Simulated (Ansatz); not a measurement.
# How glassy 67P2O5-33MgO (mol %) changes with density

How do energy, pressure, forces, levels, charges and cost follow the density?

Computed with Ansatz 0.2.0: Kohn-Sham DFT, r2SCAN, PAW (set soft_2). Every run is a single point, with the atoms held where the recipe put them (cutoff of the plane-wave runs 500 eV, fixed occupations).

First member: 80 atoms (20 P, 5 Mg, 55 O) placed at random at 2.19 g/cm³, melted at 4000 K for 10 ps at fixed volume with the Morse and Coulomb pair potential with partial charges (Pedone, Malavasi, Menziani, Cormack and Segre, J. Phys. Chem. B 110, 11780 (2006)). Quenched from 4000 K to 300 K at 25 K/ps and fixed volume, held 5 ps.

Last member: 80 atoms (20 P, 5 Mg, 55 O) placed at random at 2.93 g/cm³, melted at 4000 K for 10 ps at fixed volume with the Morse and Coulomb pair potential with partial charges (Pedone, Malavasi, Menziani, Cormack and Segre, J. Phys. Chem. B 110, 11780 (2006)). Quenched from 4000 K to 300 K at 25 K/ps and fixed volume, held 5 ps.

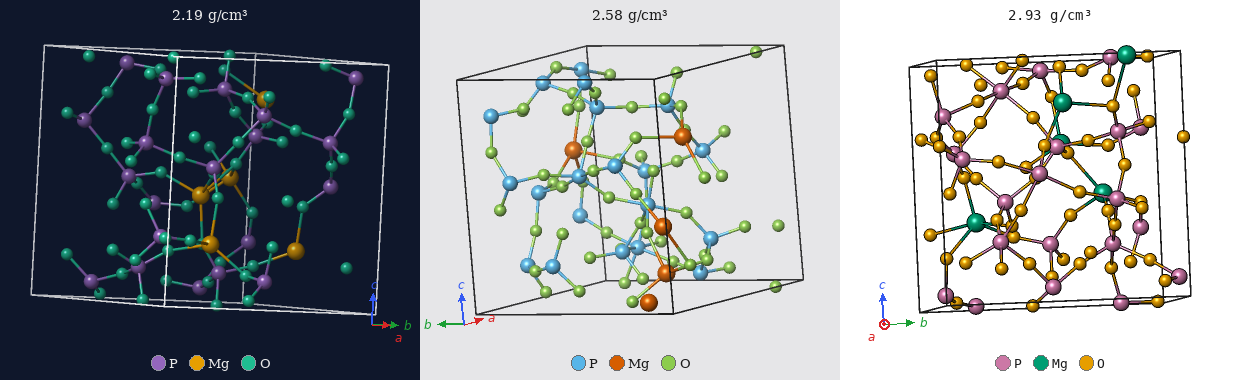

Three members of the series, labelled by density. Bonds to atoms that aren't drawn are left out. Some periodic images of atoms are drawn too.

The members:

```csv
density (g/cm³),reduced formula,atoms,valence electrons,k-mesh,basis,density (g/cm³)
2.194,MgP4O11,80,480,1×1×1,plane waves,2.19
2.316,MgP4O11,80,480,1×1×1,plane waves,2.32
2.438,MgP4O11,80,480,1×1×1,plane waves,2.44
2.584,MgP4O11,80,480,1×1×1,plane waves,2.58
2.731,MgP4O11,80,480,1×1×1,plane waves,2.73
2.926,MgP4O11,80,480,1×1×1,plane waves,2.93
```

Each cell is one sample from a classical run, so sample-to-sample scatter enters every column; pressures lack the kinetic term.

The input of the first member, without its atom lines; other members have their own cell and atoms, and may differ in mesh, basis and outputs:

```yaml
crystal:
  lattice:
    - [10.7052, 0.0, 0.0]
    - [0.0, 10.7052, 0.0]
    - [0.0, 0.0, 10.7052]
  atoms:
    [... 80 lines ...]
kpoints:
  mp_grid: { grid: [1, 1, 1] }
hamiltonian:
  xc: r2scan
scf:
  occupations: { method: fixed }
output:
  forces: true
  stress: true
  populations: true
  dos:
    method: { smearing: { sigma: 0.15 } }
    de: 0.1
    projected: { site_lists: { Mg: [Mg], O: [O], P: [P] } }
  eigenvalues: true
  write_density: true
  write_potential: true
  volumetric_format: npy
```

Predict the trends along the series.

Results; charges are mean Löwdin charges in e:

```
density (g/cm³)  energy less the first member's (meV/atom)  pressure (GPa)  r.m.s. force (eV/Å)  gap (eV)  q(Mg)   q(P)   q(O)
          2.194                                        0.0           -4.11                 1.72                2.83      -      -      -
          2.316                                       15.0           -4.96                 1.54                1.22      -      -      -
          2.438                                        6.6           -5.85                 1.34                2.65  +1.67  +2.30  -0.84
          2.584                                       43.2           -5.40                 1.60                2.17  +1.66  +2.31  -0.84
          2.731                                      -10.6           -2.69                 1.54                2.50  +1.66  +2.31  -0.85
          2.926                                       77.3           -2.21                 1.46                1.53  +1.65  +2.30  -0.84
```

The gap is that between the highest filled and lowest empty Kohn-Sham level on the run's k-points; tail or defect levels can set it, and semilocal functionals tend to put gaps under measured ones. Atoms aren't relaxed at this level, so pressure against density here is no equation of state. The projection misses up to 0.10 e an atom, so the charges add up to more than the cell's charge.

Bonds in each cell, which the recipe sets and DFT didn't move; cutoffs follow each cell's own g(r) within set bounds (mean length in Å, and neighbours of the second kind about the first):

| density (g/cm³) | O-P length | O-P count | Mg-O length | Mg-O count |
| --- | --- | --- | --- | --- |
| 2.194 | 1.539 | 1.46 | 2.084 | 3.80 |
| 2.316 | 1.554 | 1.49 | 2.062 | 4.00 |
| 2.438 | 1.570 | 1.53 | 2.068 | 4.00 |
| 2.584 | 1.570 | 1.54 | 2.111 | 4.00 |
| 2.731 | 1.551 | 1.49 | 2.130 | 5.00 |
| 2.926 | 1.579 | 1.60 | 2.019 | 3.80 |

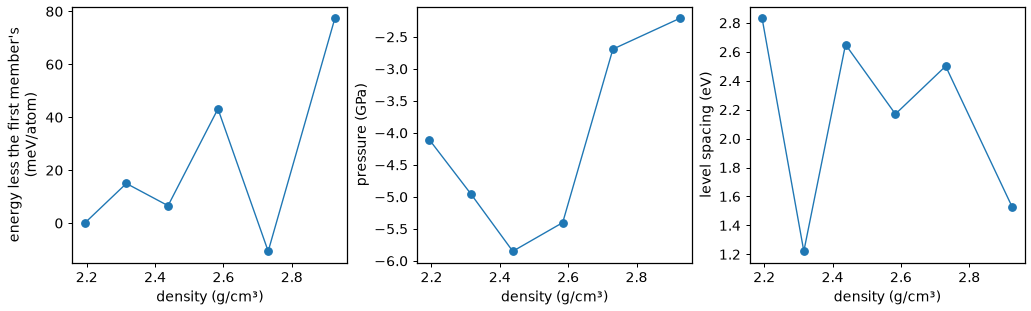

Results against density.

Cost on 8 threads of Arm Neoverse V2, shared host:

```
density (g/cm³)  atoms        basis  k-mesh  SCF cycles  time  host memory (GiB)
          2.194     80  plane waves   1×1×1          11  22 s                3.1
          2.316     80  plane waves   1×1×1          11  21 s                3.0
          2.438     80  plane waves   1×1×1          10  20 s                3.0
          2.584     80  plane waves   1×1×1          10  19 s                2.7
          2.731     80  plane waves   1×1×1          10  18 s                2.6
          2.926     80  plane waves   1×1×1          10  16 s                2.4
```

Times include the outputs that each run asked for, on hosts shared with other jobs.

The energy against the first member is lowest at 2.73 g/cm³ (-10.6 meV/atom) and highest at 2.93 g/cm³ (77.3 meV/atom), with no steady trend; each member is a single configuration. The gap is lowest at 2.32 g/cm³ (1.22 eV) and highest at 2.19 g/cm³ (2.83 eV), with no steady trend; in single samples it varies with the configuration. The pressure is lowest at 2.44 g/cm³ (-5.8 GPa) and highest at 2.93 g/cm³ (-2.2 GPa), with no steady trend.

Caveats: The quench rate of 25 K/ps is many orders above laboratory rates, so the cell is likely richer in defects and strain than a real sample. The starting topology of bonds comes from the classical model, and needn't be the one that DFT or experiment would give. The cells aren't relaxed by DFT, which could reorder their energies.

[Logs are printed without paths, hosts, clocks, repeated set-up lines and the standing remarks that a program may print on its own settings, such as how far it seeks lower states.]

[Hosts, paths, dates, database ids (printed as entryN), source tags and the programs' standing remarks are cut or masked in the printed files.]
